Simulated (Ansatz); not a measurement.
# BH₃Br (doublet): wave-function methods side by side at distance B1–H4 along a hydrogen transfer = 1.245 Å, cc-pVDZ

Aim: climb from Hartree-Fock through coupled cluster and multireference methods for BH₃Br (doublet) at one geometry and basis, and see what each rung misses.

The runs use Ansatz 0.2.0, Gaussian basis; cc-pVDZ, core rule «outside noble gas», up to 15 orbitals frozen.

To be run: UHF; CCSD(T) on ROHF; CCSD(T) on UHF; BCCD(T) on ROHF; CISD; CCSDT(Q) on ROHF; CCSDT(Q) on UHF; CASSCF and MRCISD+Q, 3 electrons in 3 orbitals; CASSCF and NEVPT2, 3 electrons in 3 orbitals.

16 further runs of the same task are left out: 9 for a known fault of the program, 1 for a mislabelled method, 6 that didn't finish.

### Step 1. What is computed

The geometry derives from fragments relaxed apart (PBE0/def2-TZVP) and kept rigid, so it is no stationary point. A hydrogen atom is moved between rigid fragments. No spin-orbit coupling is included. The filled d shell of Br may be among the frozen orbitals whatever the setting's name suggests; the logs give the count.

5 atoms, charge 0, spin multiplicity 2.

Atoms are counted from 1 here; the program's logs count them from 0.

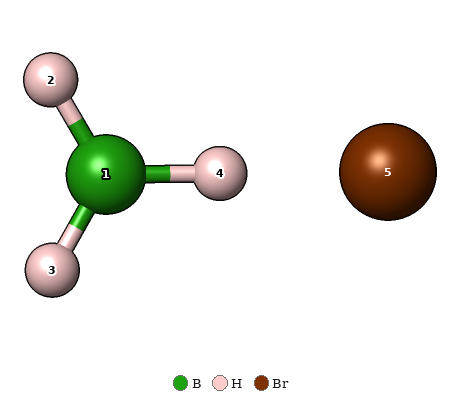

The geometry (boron green, hydrogen pink, bromine brown); atoms are numbered from 1 in the order of the file.

### Step 2. UHF

in.yaml

```yaml
crystal:
  periodic: [false, false, false]
  atoms:
    - {symbol: B, position_ang: [-2.629390, 0.000000, 0.000000]}
    - {symbol: H, position_ang: [-3.226123, 1.033571, 0.000000]}
    - {symbol: H, position_ang: [-3.226123, -1.033571, 0.000000]}
    - {symbol: H, position_ang: [-1.384390, 0.000000, 0.000000]}
    - {symbol: Br, position_ang: [0.454610, 0.000000, 0.000000]}
basis:
  gaussian: {orbitals: cc-pVDZ}
magnetization: {spin_polarized: true, initial_magnetization: 1}
hamiltonian: {xc: hf}
output: {orbitals: {seedname: orbitals}}
```

Command:

```console
$ ansatz run in.yaml --threads 1 --pin off --events-out ev --progress --plain --max-ram 2393MiB
```

After this run come: CCSD(T) on ROHF; CCSD(T) on UHF; BCCD(T) on ROHF; CISD; CCSDT(Q) on ROHF; CCSDT(Q) on UHF; CASSCF and MRCISD+Q, 3 electrons in 3 orbitals; CASSCF and NEVPT2, 3 electrons in 3 orbitals.

Q: Predict the results of all the runs planned. Wanted: UCCSDT(Q) below the RHF energy; RMP2 from UCCSDT(Q); UMP2 from UCCSDT(Q); RCCSD from UCCSDT(Q); RCCSD(T) from UCCSDT(Q); UCCSD(T) from UCCSDT(Q); RCCSDT(Q) from UCCSDT(Q); NEVPT2 pair from UCCSDT(Q); MRCISD+Q pair from UCCSDT(Q).

**Answer**, as computed:

```
                         quantity                                                                  value
   UCCSDT(Q) below the RHF energy                                                             -6.6089 eV
              RMP2 from UCCSDT(Q)                                                        +25.55 kcal/mol
              UMP2 from UCCSDT(Q)                                                        +25.99 kcal/mol
             RCCSD from UCCSDT(Q)                                                         +2.93 kcal/mol
          RCCSD(T) from UCCSDT(Q)                                                         +0.62 kcal/mol
          UCCSD(T) from UCCSDT(Q)                                                         +0.59 kcal/mol
         RCCSDT(Q) from UCCSDT(Q)                                                         +0.04 kcal/mol
       NEVPT2 pair from UCCSDT(Q)                                                        +25.96 kcal/mol
     MRCISD+Q pair from UCCSDT(Q)                                                         +0.74 kcal/mol
levels within 1 kcal/mol (43 meV)  RCCSD(T), UCCSD(T), BCCD(T), RCCSDT, UCCSDT, RCCSDT(Q), MRCISD+Q pair
                    T1 diagnostic                                                                  0.017
```

What this shows: RCCSD(T) misses by +0.62 kcal/mol, 0.4 % of the correlation energy. Of the multireference levels listed MRCISD+Q pair comes nearest in total energy (+0.74 kcal/mol), which doesn't show that its space is the better one. These misses are within one basis, not against nature; the frozen cores of restricted and unrestricted runs differ, which can shift their rows.
